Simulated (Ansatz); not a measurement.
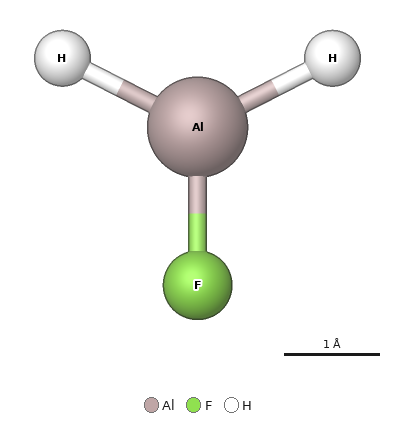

Fig. 1: The input geometry (ball-and-stick view, seen on its broad side). Sticks mark near contacts.

**Nudged elastic band of AlH$_{2}$F**

AlH$_{2}$F, computed with RKS PBE/6-31G* (Ansatz 0.2.0).

One setting was made poor on purpose. It belongs to a series of runs on one base structure; here: band between the two ends.

### Output
```
Engine: ansatz 0.2.0, aarch64-unknown-linux-gnu
Functional definition: PBE
  parameter kappa = 0.804
  parameter beta = 0.06672455060314922
  exchange = pbe_x(kappa = kappa, mu = beta*pi^2/3)
  correlation = pbe_c(beta = beta)
424 factors; their error is unknown
mean field evaluation 1: about -9338.2994 eV, gradient 3.7e1 eV
mean field evaluation 2: about -9323.1489 eV, gradient 1.0e2 eV
mean field evaluation 4: about -9340.6114 eV, gradient 2.2e0 eV
mean field evaluation 8: about -9340.6081 eV, gradient 1.6e-2 eV
mean field -9340.60810826 eV, -343.2610166871 hartree, gradient 1.2e-5 eV, S^2 0.000000; 0 other end points of the search recorded, 0 dependent functions left out
the calculation of the forces begins
reference -9340.60815185 eV, -343.2610182887 hartree; 12, 12 occupied and 26, 26 virtual orbitals, 424 factors
424 factors; their error is unknown
mean field evaluation 16: about -9334.3912 eV, gradient 4.5e1 eV
mean field -9337.72339930 eV, -343.1550055881 hartree, gradient 3.8e-5 eV, S^2 0.000000; 0 other end points of the search recorded, 0 dependent functions left out
[... from here on the field's lines of each further geometry are left out, up to the last ...]
NEB iter   1: max|band force component| = 3.893e0 eV/Å  barrier→ = 3.6739 eV  barrier← = 0.7892 eV  Δτ_max = 0.0200 Å  (219 SCF iters)
NEB iter   2: max|band force component| = 3.150e0 eV/Å  barrier→ = 3.5688 eV  barrier← = 0.6841 eV  Δτ_max = 0.0200 Å  (186 SCF iters)
NEB iter   3: max|band force component| = 2.534e0 eV/Å  barrier→ = 3.4535 eV  barrier← = 0.5688 eV  Δτ_max = 0.0200 Å  (179 SCF iters)
NEB iter   4: max|band force component| = 2.349e0 eV/Å  barrier→ = 3.3585 eV  barrier← = 0.4738 eV  Δτ_max = 0.0200 Å  (181 SCF iters)
NEB iter   5: max|band force component| = 2.213e0 eV/Å  barrier→ = 3.2931 eV  barrier← = 0.4084 eV  Δτ_max = 0.0200 Å  (174 SCF iters)
NEB iter   6: max|band force component| = 2.285e0 eV/Å  barrier→ = 3.2390 eV  barrier← = 0.3543 eV  Δτ_max = 0.0200 Å  (173 SCF iters)
NEB iter   7: max|band force component| = 2.334e0 eV/Å  barrier→ = 3.1908 eV  barrier← = 0.3060 eV  Δτ_max = 0.0200 Å  (174 SCF iters)
NEB iter   8: max|band force component| = 2.340e0 eV/Å  barrier→ = 3.1457 eV  barrier← = 0.2610 eV  Δτ_max = 0.0200 Å  (167 SCF iters)
NEB iter   9: max|band force component| = 2.306e0 eV/Å  barrier→ = 3.1179 eV  barrier← = 0.2332 eV  Δτ_max = 0.0200 Å  (167 SCF iters)
NEB iter  10: max|band force component| = 2.240e0 eV/Å  barrier→ = 3.1126 eV  barrier← = 0.2279 eV  Δτ_max = 0.0200 Å  (168 SCF iters)
NEB iter  11: max|band force component| = 2.149e0 eV/Å  barrier→ = 3.1083 eV  barrier← = 0.2236 eV  Δτ_max = 0.0200 Å  (168 SCF iters)
NEB iter  12: max|band force component| = 2.036e0 eV/Å  barrier→ = 3.1049 eV  barrier← = 0.2202 eV  Δτ_max = 0.0200 Å  (166 SCF iters)
NEB iter  13: max|band force component| = 1.907e0 eV/Å  barrier→ = 3.1020 eV  barrier← = 0.2173 eV  Δτ_max = 0.0200 Å  (166 SCF iters)
NEB iter  14: max|band force component| = 1.765e0 eV/Å  barrier→ = 3.0995 eV  barrier← = 0.2148 eV  Δτ_max = 0.0200 Å  (165 SCF iters)
NEB iter  15: max|band force component| = 1.612e0 eV/Å  barrier→ = 3.0972 eV  barrier← = 0.2125 eV  Δτ_max = 0.0200 Å  (161 SCF iters)
NEB iter  16: max|band force component| = 1.463e0 eV/Å  barrier→ = 3.0949 eV  barrier← = 0.2101 eV  Δτ_max = 0.0200 Å  (165 SCF iters)
NEB iter  17: max|band force component| = 1.398e0 eV/Å  barrier→ = 3.0924 eV  barrier← = 0.2077 eV  Δτ_max = 0.0200 Å  (163 SCF iters)
NEB iter  18: max|band force component| = 1.305e0 eV/Å  barrier→ = 3.0899 eV  barrier← = 0.2052 eV  Δτ_max = 0.0188 Å  (165 SCF iters)
NEB iter  19: max|band force component| = 1.200e0 eV/Å  barrier→ = 3.0874 eV  barrier← = 0.2027 eV  Δτ_max = 0.0200 Å  (165 SCF iters)
NEB iter  20: max|band force component| = 1.082e0 eV/Å  barrier→ = 3.0846 eV  barrier← = 0.1999 eV  Δτ_max = 0.0157 Å  (166 SCF iters)
NEB iter  21: max|band force component| = 9.717e-1 eV/Å  barrier→ = 3.0821 eV  barrier← = 0.1974 eV  Δτ_max = 0.0200 Å  (162 SCF iters)
NEB iter  22: max|band force component| = 8.308e-1 eV/Å  barrier→ = 3.0786 eV  barrier← = 0.1939 eV  Δτ_max = 0.0122 Å  (172 SCF iters)
NEB iter  23: max|band force component| = 7.365e-1 eV/Å  barrier→ = 3.0761 eV  barrier← = 0.1914 eV  Δτ_max = 0.0200 Å  (160 SCF iters)
NEB iter  24: max|band force component| = 6.525e-1 eV/Å  barrier→ = 3.0717 eV  barrier← = 0.1870 eV  Δτ_max = 0.0095 Å  (176 SCF iters)
NEB iter  25: max|band force component| = 6.066e-1 eV/Å  barrier→ = 3.0693 eV  barrier← = 0.1846 eV  Δτ_max = 0.0183 Å  (155 SCF iters)
NEB iter  26: max|band force component| = 5.162e-1 eV/Å  barrier→ = 3.0646 eV  barrier← = 0.1798 eV  Δτ_max = 0.0200 Å  (167 SCF iters)
NEB iter  27: max|band force component| = 4.135e-1 eV/Å  barrier→ = 3.0594 eV  barrier← = 0.1747 eV  CI = image 6  Δτ_max = 0.0061 Å  (176 SCF iters)
NEB iter  28: max|band force component| = 3.729e-1 eV/Å  barrier→ = 3.0577 eV  barrier← = 0.1730 eV  CI = image 6  Δτ_max = 0.0116 Å  (139 SCF iters)
NEB iter  29: max|band force component| = 2.980e-1 eV/Å  barrier→ = 3.0543 eV  barrier← = 0.1696 eV  CI = image 6  Δτ_max = 0.0159 Å  (164 SCF iters)
NEB iter  30: max|band force component| = 2.208e-1 eV/Å  barrier→ = 3.0490 eV  barrier← = 0.1643 eV  CI = image 6  Δτ_max = 0.0185 Å  (178 SCF iters)
NEB iter  31: max|band force component| = 1.847e-1 eV/Å  barrier→ = 3.0419 eV  barrier← = 0.1572 eV  CI = image 6  Δτ_max = 0.0188 Å  (178 SCF iters)
NEB iter  32: max|band force component| = 2.000e-1 eV/Å  barrier→ = 3.0344 eV  barrier← = 0.1497 eV  CI = image 6  Δτ_max = 0.0029 Å  (178 SCF iters)
NEB iter  33: max|band force component| = 1.800e-1 eV/Å  barrier→ = 3.0341 eV  barrier← = 0.1494 eV  CI = image 6  Δτ_max = 0.0055 Å  (128 SCF iters)
NEB iter  34: max|band force component| = 1.427e-1 eV/Å  barrier→ = 3.0336 eV  barrier← = 0.1489 eV  CI = image 6  Δτ_max = 0.0076 Å  (145 SCF iters)
NEB iter  35: max|band force component| = 1.165e-1 eV/Å  barrier→ = 3.0327 eV  barrier← = 0.1480 eV  CI = image 6  Δτ_max = 0.0088 Å  (143 SCF iters)
NEB iter  36: max|band force component| = 1.209e-1 eV/Å  barrier→ = 3.0313 eV  barrier← = 0.1466 eV  CI = image 6  Δτ_max = 0.0018 Å  (153 SCF iters)
NEB iter  37: max|band force component| = 1.096e-1 eV/Å  barrier→ = 3.0310 eV  barrier← = 0.1463 eV  CI = image 6  Δτ_max = 0.0035 Å  (124 SCF iters)
NEB iter  38: max|band force component| = 8.812e-2 eV/Å  barrier→ = 3.0305 eV  barrier← = 0.1458 eV  CI = image 6  Δτ_max = 0.0048 Å  (133 SCF iters)
NEB iter  39: max|band force component| = 7.553e-2 eV/Å  barrier→ = 3.0299 eV  barrier← = 0.1452 eV  CI = image 6  Δτ_max = 0.0056 Å  (139 SCF iters)
NEB iter  40: max|band force component| = 6.181e-2 eV/Å  barrier→ = 3.0292 eV  barrier← = 0.1445 eV  CI = image 6  Δτ_max = 0.0061 Å  (139 SCF iters)
NEB iter  41: max|band force component| = 6.674e-2 eV/Å  barrier→ = 3.0286 eV  barrier← = 0.1439 eV  CI = image 6  Δτ_max = 0.0067 Å  (139 SCF iters)
NEB iter  42: max|band force component| = 5.760e-2 eV/Å  barrier→ = 3.0281 eV  barrier← = 0.1434 eV  CI = image 6  Δτ_max = 0.0008 Å  (145 SCF iters)
NEB iter  43: max|band force component| = 4.895e-2 eV/Å  barrier→ = 3.0280 eV  barrier← = 0.1433 eV  CI = image 6  Δτ_max = 0.0016 Å  (118 SCF iters)
NEB iter  44: max|band force component| = 4.392e-2 eV/Å  barrier→ = 3.0280 eV  barrier← = 0.1433 eV  CI = image 6  Δτ_max = 0.0024 Å  (124 SCF iters)
NEB iter  45: max|band force component| = 3.626e-2 eV/Å  barrier→ = 3.0279 eV  barrier← = 0.1432 eV  CI = image 6  Δτ_max = 0.0030 Å  (128 SCF iters)
the calculation of the forces begins
reference -9337.68773061 eV, -343.1536947880 hartree; 12, 12 occupied and 26, 26 virtual orbitals, 424 factors
424 factors; their error is unknown
mean field evaluation 2432: about -9337.5802 eV, gradient 3.2e-5 eV
mean field -9337.58024431 eV, -343.1497447390 hartree, gradient 8.1e-5 eV, S^2 0.000000; 1 other end points of the search recorded, 0 dependent functions left out
the calculation of the forces begins
reference -9337.58028101 eV, -343.1497460879 hartree; 12, 12 occupied and 26, 26 virtual orbitals, 424 factors
NEB iter  46: max|band force component| = 2.644e-2 eV/Å  barrier→ = 3.0279 eV  barrier← = 0.1432 eV  CI = image 6  Δτ_max = 0.0000 Å  (306 SCF iters)
```

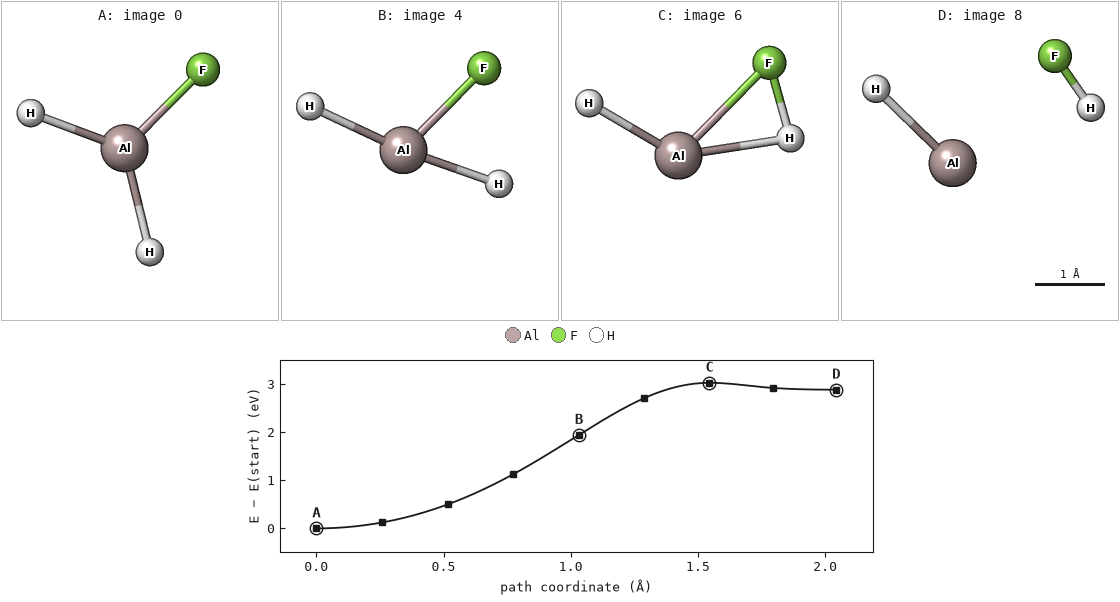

Fig. 2: Images of the last band (counted from 0; ball-and-stick, seen at a tilt) above the energy along the path; the line is a cubic interpolation that uses the forces. The highest image is number 6, 3.028 eV above the start and 0.143 eV above the end (the climbing image); the end lies 2.885 eV above the start. The path is 2.04 Å long. The band converged in 46 iterations.

```
Total energy: -9337.58028101 eV, -343.1497460879 hartree
Atom 0 at     0.241779     0.000000    -0.484829 Å, force     0.001207     0.000000     0.001018 eV/Å
Atom 1 at     0.991080     0.000000     1.315432 Å, force    -0.016980     0.000000    -0.011756 eV/Å
Atom 2 at     1.771574    -0.000000     0.438263 Å, force    -0.002634    -0.000000    -0.001246 eV/Å
Atom 3 at    -1.392333    -0.000000    -0.338064 Å, force     0.018407    -0.000000     0.011984 eV/Å
Dipole moment:    -0.023083    -0.000000    -0.051743 e Å
this run last wrote the band of iteration 46 to [file]
```

### The last band as extended XYZ (Å, eV, eV/Å)
```
4
Properties=species:S:1:pos:R:3:forces:R:3 image=0 energy=-9340.60811
Al    0.4018    0.0000    0.1797   -0.0019   0.0000   0.0007
F     0.4427    0.0000    1.8487    0.0002   0.0000   0.0038
H     1.8046    0.0000   -0.5837    0.0002   0.0000  -0.0026
H    -1.0369    0.0000   -0.5140    0.0015   0.0000  -0.0018
4
Properties=species:S:1:pos:R:3:forces:R:3 image=1 energy=-9340.48481
Al    0.3646    0.0000    0.0931    0.1193   0.0000   0.3431
F     0.5200    0.0000    1.7486   -0.3319   0.0000   0.4048
H     1.8707    0.0000   -0.4235   -0.1143   0.0000  -0.6207
H    -1.1431    0.0000   -0.4874    0.3269   0.0000  -0.1272
4
Properties=species:S:1:pos:R:3:forces:R:3 image=2 energy=-9340.11035
Al    0.3373    0.0000   -0.0012    0.1799   0.0000   0.7742
F     0.5873    0.0000    1.6410   -0.6963   0.0000   0.8223
H     1.9099    0.0000   -0.2410    0.0091   0.0000  -1.3019
H    -1.2224    0.0000   -0.4679    0.5073   0.0000  -0.2946
4
Properties=species:S:1:pos:R:3:forces:R:3 image=3 energy=-9339.48220
Al    0.3177    0.0000   -0.1036    0.2036   0.0000   1.2979
F     0.6618    0.0000    1.5374   -1.1205   0.0000   1.0421
H     1.9118    0.0000   -0.0467    0.3736   0.0000  -1.9130
H    -1.2791    0.0000   -0.4563    0.5433   0.0000  -0.4270
4
Properties=species:S:1:pos:R:3:forces:R:3 image=4 energy=-9338.66459
Al    0.3040    0.0000   -0.2203    0.2516   0.0000   1.6685
F     0.7494    0.0000    1.4481   -1.4071   0.0000   0.8809
H     1.8798    0.0000    0.1403    0.7086   0.0000  -2.1008
H    -1.3212    0.0000   -0.4374    0.4468   0.0000  -0.4486
4
Properties=species:S:1:pos:R:3:forces:R:3 image=5 energy=-9337.90082
Al    0.2822    0.0000   -0.3497    0.2867   0.0000   1.2667
F     0.8617    0.0000    1.3771   -1.0871   0.0000   0.4843
H     1.8266    0.0000    0.2974    0.5464   0.0000  -1.4720
H    -1.3584    0.0000   -0.3940    0.2540   0.0000  -0.2790
4
Properties=species:S:1:pos:R:3:forces:R:3 image=6 energy=-9337.58024
Al    0.2418    0.0000   -0.4848    0.0012   0.0000   0.0010
F     0.9911    0.0000    1.3154   -0.0170   0.0000  -0.0118
H     1.7716    0.0000    0.4383   -0.0026   0.0000  -0.0012
H    -1.3923    0.0000   -0.3381    0.0184   0.0000   0.0120
4
Properties=species:S:1:pos:R:3:forces:R:3 image=7 energy=-9337.68769
Al    0.1733    0.0000   -0.6481   -0.0719   0.0000  -0.2610
F     1.0814    0.0000    1.2795    0.0853   0.0000  -0.0520
H     1.7935    0.0000    0.5651    0.0145   0.0000   0.2237
H    -1.4361    0.0000   -0.2656   -0.0279   0.0000   0.0893
4
Properties=species:S:1:pos:R:3:forces:R:3 image=8 energy=-9337.72340
Al    0.1058    0.0000   -0.7937    0.0140   0.0000   0.0024
F     1.0662    0.0000    1.2087   -0.0025   0.0000  -0.0010
H     1.8815    0.0000    0.6867   -0.0037   0.0000  -0.0050
H    -1.4415    0.0000   -0.1710   -0.0078   0.0000   0.0036
```

The run was set up as follows.

### The input
```yaml
crystal:
  periodic: [false, false, false]
  atoms:
    - { symbol: Al, position_ang: [0.40177, 0.0, 0.179716] }
    - { symbol: F, position_ang: [0.442703, 0.0, 1.848704] }
    - { symbol: H, position_ang: [1.804575, 0.0, -0.583657] }
    - { symbol: H, position_ang: [-1.036948, 0.0, -0.513961] }
basis:
  gaussian: { orbitals: "6-31G*" }
hamiltonian:
  xc: pbe
neb:
  order_check: false
  images: 7
  f_tol: 0.03
  max_iterations: 60
  max_displacement: 0.02
  optimiser: fire
  final_atoms:
    - { symbol: Al, position_ang: [0.10583787, 0.0, -0.7936607] }
    - { symbol: F, position_ang: [1.06622871, 0.0, 1.20873641] }
    - { symbol: H, position_ang: [1.88152522, 0.0, 0.68674666] }
    - { symbol: H, position_ang: [-1.44149181, 0.0, -0.17102036] }
  initial_path:
    images:
      - { positions_ang: [[0.40177, 0.0, 0.179716], [0.442703, 0.0, 1.848704], [1.804575, 0.0, -0.583657], [-1.036948, 0.0, -0.513961]] }
      - { positions_ang: [[0.30138793, 0.0, 0.13468259], [0.6377389, 0.0, 1.74674099], [1.78817118, 0.0, -0.36969601], [-1.11519801, 0.0, -0.58092558]] }
      - { positions_ang: [[0.20100586, 0.0, 0.08964918], [0.8327748, 0.0, 1.64477799], [1.77176737, 0.0, -0.15573501], [-1.19344803, 0.0, -0.64789015]] }
      - { positions_ang: [[0.10062379, 0.0, 0.04461577], [1.0278107, 0.0, 1.54281498], [1.75536355, 0.0, 0.05822598], [-1.27169804, 0.0, -0.71485473]] }
      - { positions_ang: [[0.00024172, 0.0, -0.00041764], [1.2228466, 0.0, 1.44085197], [1.73895974, 0.0, 0.27218698], [-1.34994806, 0.0, -0.78181931]] }
      - { positions_ang: [[0.02664076, 0.0, -0.19872841], [1.18369213, 0.0, 1.38282308], [1.77460111, 0.0, 0.3758269], [-1.372834, 0.0, -0.62911957]] }
      - { positions_ang: [[0.05303979, 0.0, -0.39703917], [1.14453766, 0.0, 1.32479419], [1.81024248, 0.0, 0.47946682], [-1.39571993, 0.0, -0.47641984]] }
      - { positions_ang: [[0.07943883, 0.0, -0.59534994], [1.10538319, 0.0, 1.2667653], [1.84588385, 0.0, 0.58310674], [-1.41860587, 0.0, -0.3237201]] }
      - { positions_ang: [[0.10583787, 0.0, -0.7936607], [1.06622871, 0.0, 1.20873641], [1.88152522, 0.0, 0.68674666], [-1.44149181, 0.0, -0.17102036]] }
```

Run as:
```bash
ansatz run input.yaml --threads 1 --pin off --max-ram 2048MiB --backend cpu --events-out ev --progress --plain --runs-dir out
```

### Summary

- outcome: converged
- barrier, forward: 3.028 eV
- barrier, backward: 0.143 eV
- hardware: 1 thread of Arm Neoverse V2, 24 GiB of memory available, shared host
- wall time: 2.7 min
- peak memory: 0.08 GiB

A deliberately poor setting: step length. The order of the saddle point was not checked.
